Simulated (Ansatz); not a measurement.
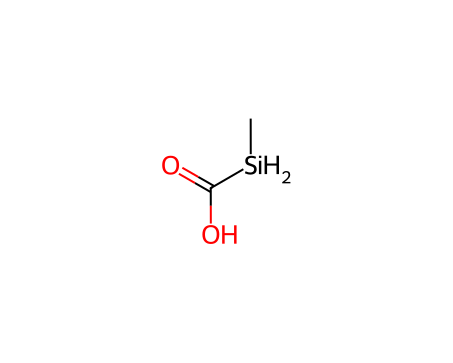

The drawing above gives the connectivity. Computed geometry: PBE0-D4/def2-TZVP optimisation.

Describe the 3D structure.

It has 11 atoms: 2 carbon, 6 hydrogen, 2 oxygen and 1 silicon (C2H6O2Si). As SMILES it reads `C[SiH2]C(=O)O`. It has no ring. Among its groups: carboxylic acid, Si–H bond. This geometry has Cs symmetry. Coordination: 1 C tetrahedral; 1 Si tetrahedral; 1 C trigonal planar; 1 O bent.

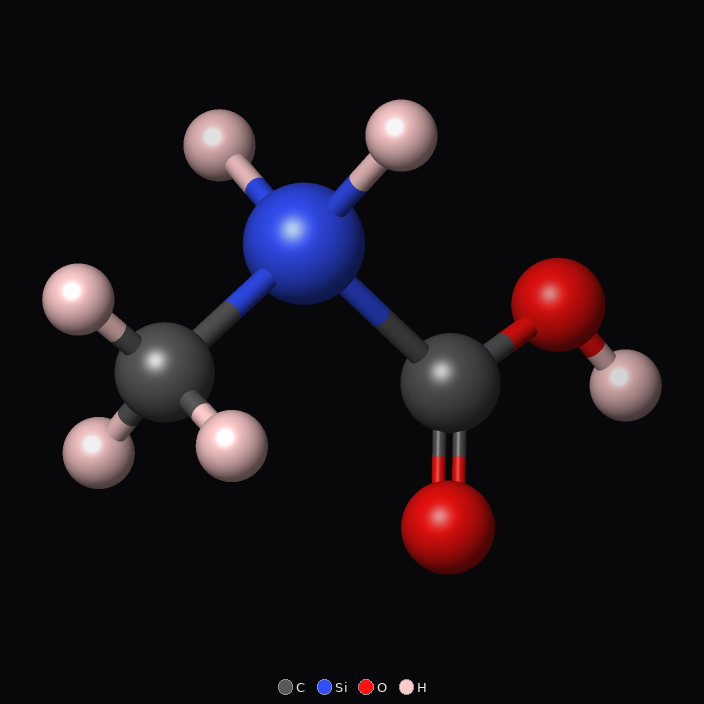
